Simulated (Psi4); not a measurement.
# SnO (tin(ii) oxide): M06-2X/def2-TZVPPD (core potential)

What is the vertical singlet–triplet gap of SnO (tin(ii) oxide) at M06-2X/def2-TZVPPD (core potential)? 

The results are computed with Psi4 1.11.

1 further run of the same task is left out (set aside as unsound or not needed).

### 1 The system as given

The species is SnO (2 atoms), meant as a singlet with charge 0. As SMILES, `[O]=[Sn]`. The shape is that of a PBE0-D4/def2-TZVP optimisation.

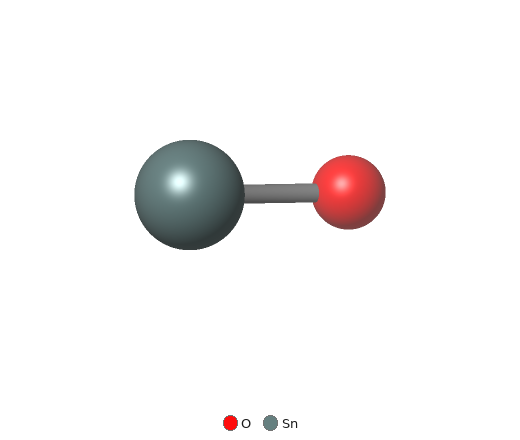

The structure, seen from a chosen angle (oxygen red, tin teal).

### 2 The energy at M06-2X/def2-TZVPPD (core potential)

The input, input.inp:

```
memory 2.2 GB

molecule {
  0 1
  O
  Sn 1 R2

  R2 = 1.81774
  symmetry c1
}

set globals {
  puream               true
  e_convergence        1e-09
  d_convergence        1e-08
  scf_type             pk
  dft_radial_points    99
  dft_spherical_points 590
}

energy_value, wavefunction = energy('m06-2x/def2-TZVPPD', return_wfn=True)
```

The run is started by

```bash
psi4 -n 1 input.inp input.out
```

input.out:

```text
[...]
    !!!  WARNING: ECP capability is in beta. Please check occupations closely.  !!!
[...]
  Running in c1 symmetry.
[...]
  Nuclear repulsion =   51.236804536358335
[...]
  Multiplicity = 1
[...]
  Nalpha       = 15
  Nbeta        = 15
[...]
    Number of basis functions: 96
[...]
   @RKS iter   1:  -289.01621850006552   -1.13472e+00   1.03819e-02 ADIIS/DIIS
[...]
   @RKS iter  13:  -289.44867672606966   -6.65068e-12   9.87811e-09 DIIS
[...]
    Orbital Energies [Eh]
    ---------------------
    Doubly Occupied:
       1A    -19.577831     2A     -5.342261     3A     -3.660529
       4A     -3.660529     5A     -3.644812     6A     -1.181916
       7A     -1.174011     8A     -1.174010     9A     -1.160270
      10A     -1.160270    11A     -0.958210    12A     -0.476663
      13A     -0.336052    14A     -0.336052    15A     -0.325459
[...]
  @RKS Final Energy:  -289.44867672606966
   => Energetics <=
    Nuclear Repulsion Energy =             51.2368045363583349
    One-Electron Energy =                -582.4791681881010845
    Two-Electron Energy =                 254.6656116437833077
    DFT Exchange-Correlation Energy =     -12.8719247181103018
    Empirical Dispersion Energy =           0.0000000000000000
    VV10 Nonlocal Energy =                  0.0000000000000000
    Total Energy =                       -289.4486767260696638
[...]
 Multipole Moments:
 ------------------------------------------------------------------------------------
     Multipole            Electronic (a.u.)      Nuclear  (a.u.)        Total (a.u.)
 ------------------------------------------------------------------------------------
 L = 1.  Multiply by 2.5417464519 to convert [e a0] to [Debye]
 Dipole X            :          0.0000000            0.0000000            0.0000000
 Dipole Y            :         -0.0000005            0.0000000           -0.0000005
 Dipole Z            :         17.2246212          -15.3512859            1.8733353
 Magnitude           :                                                    1.8733353
[...]
```

It took 30 s on 1 thread of Intel Xeon at 2.50GHz (Skylake/Cascade Lake), shared host; peak memory 1.1 GiB.

### 3 The triplet: energy and forces at UM06-2X/def2-TZVPPD (core potential)

The input, osn.dat:

```
memory 2.2 GB

molecule mol {
  0 3
  O
  Sn 1 1.81774
  symmetry c1
  no_reorient
  no_com
}

set reference uks
set puream true
set e_convergence 1e-09
set d_convergence 1e-08
set scf_type pk
set dft_radial_points 99
set dft_spherical_points 590
set maxiter 100

result, w = gradient('m06-2x/def2-TZVPPD', return_wfn=True)
print_variables()
```

The run is started by

```bash
psi4 -i osn.dat -o osn.out -n 1
```

osn.out:

```text
[...]
    !!!  WARNING: ECP capability is in beta. Please check occupations closely.  !!!
[...]
  Running in c1 symmetry.
[...]
  Nuclear repulsion =   51.236804536358335
[...]
  Multiplicity = 3
[...]
  Nalpha       = 16
  Nbeta        = 14
[...]
    Number of basis functions: 96
[...]
   @UKS iter   1:  -288.92830101918992   -1.05643e+00   9.93843e-03 ADIIS/DIIS
[...]
   @UKS iter  21:  -289.34671334442567   -1.18405e-10   9.67134e-09 DIIS
[...]
   @S^2 Observed:                2.020351683E+00
[...]
    Orbital Energies [Eh]
    ---------------------
    Alpha Occupied:
       1A    -19.637364     2A     -5.352082     3A     -3.669779
       4A     -3.664271     5A     -3.661269     6A     -1.212284
       7A     -1.178964     8A     -1.176158     9A     -1.175500
      10A     -1.171221    11A     -1.030197    12A     -0.544553
      13A     -0.415816    14A     -0.406025    15A     -0.401775
      16A     -0.203842
    Alpha Virtual:
      17A     -0.069998    18A      0.012161    19A      0.028662
      20A      0.076078    21A      0.083316    22A      0.084000
      23A      0.090048    24A      0.102082    25A      0.114755
[...]
  @UKS Final Energy:  -289.34671334442567
   => Energetics <=
    Nuclear Repulsion Energy =             51.2368045363583349
    One-Electron Energy =                -581.7564506576592294
    Two-Electron Energy =                 254.0327870247697604
    DFT Exchange-Correlation Energy =     -12.8598542478945337
    Empirical Dispersion Energy =           0.0000000000000000
    VV10 Nonlocal Energy =                  0.0000000000000000
    Total Energy =                       -289.3467133444256660
[...]
 Multipole Moments:
 ------------------------------------------------------------------------------------
     Multipole            Electronic (a.u.)      Nuclear  (a.u.)        Total (a.u.)
 ------------------------------------------------------------------------------------
 L = 1.  Multiply by 2.5417464519 to convert [e a0] to [Debye]
 Dipole X            :          0.0000287            0.0000000            0.0000287
 Dipole Y            :         -0.0000049            0.0000000           -0.0000049
 Dipole Z            :         16.6361105          -15.3512859            1.2848246
 Magnitude           :                                                    1.2848246
[...]
  -Total Gradient:
     Atom            X                  Y                   Z
    ------   -----------------  -----------------  -----------------
       1       -0.000000194155     0.000000134427     0.053680375697
       2        0.000000199871    -0.000000135143    -0.053442944063
[...]
```

It took 80 s on 1 thread of Intel Xeon at 2.50GHz (Skylake/Cascade Lake), shared host; peak memory 1.1 GiB.

### 4 Outcome

At M06-2X/def2-TZVPPD (core potential):

| quantity | value |
| --- | --- |
| singlet: total energy | -289.44868 Eh |
| singlet: dipole moment | 4.76 D |
| singlet: HOMO energy | -8.86 eV |
| singlet: LUMO energy | -1.50 eV |
| singlet: HOMO–LUMO gap | 7.36 eV |
| triplet: total energy | -289.34671 Eh |
| triplet: dipole moment | 3.27 D |
| triplet: HOMO energy (highest over α and β) | -5.55 eV |
| triplet: LUMO energy (lowest over α and β) | -4.38 eV |
| triplet: ⟨S²⟩ | 2.020 |
| triplet: largest force on an atom | 2.760 eV/Å |
| vertical energy of the triplet above the singlet | 2.775 eV |

In words: At this shape the triplet lies 2.77 eV (64 kcal/mol) above the singlet.
